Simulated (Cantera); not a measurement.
Feed: 1 mol CO, 16 mol H2, 1.6 mol CO2, at 0.280 bar.

Method: chemical equilibrium by Gibbs-energy minimisation in Cantera with the NASA 1993 tables (ideal gas, pure condensed phases). Candidate condensed phases: C, C6H6, C7H8, C8H18, H2O; 110 gas species. Rates play no part.

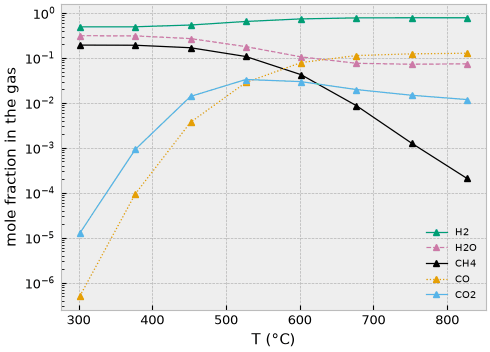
Fig. 1. Equilibrium gas composition (values under 1e-9 drawn at 1e-9)

From 302 °C to 827 °C nothing is condensed. The main C-bearing gas is CH4 at 302 °C and CO at 827 °C.
